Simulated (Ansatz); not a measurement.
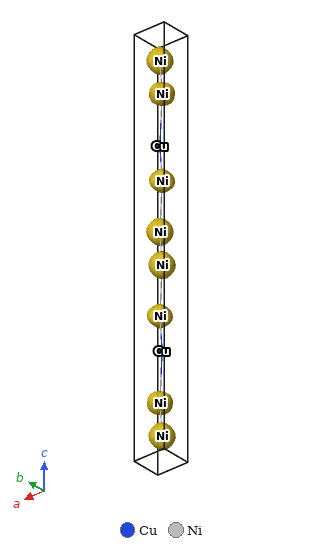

Figure. CuNi₄. Isosurfaces of the spin density (up minus down) at +0.15 (yellow) and −0.15 e/Å³ (cyan), seen at an oblique angle. Sticks mark near contacts.

Space group P6₃/mmc; a structure generated by program, which may or may not match a known phase; spin-polarised.

Theory: Ansatz 0.2.0, DFT PBE, scalar-relativistic, plane waves, PAW.

The density is the valence pseudo-density of a PAW calculation; it isn't the true density close to the nuclei.

### Describe the spin distribution.

The spin density sits on Ni: +0.7 μB (×4) and +0.5 μB (×4) in one cell of 10 atoms: parallel moments (a ferromagnetic arrangement) in this solution. The cell of the calculation (10 atoms) carries 4.4 μB of net spin moment. Only one sign reaches the isovalue.
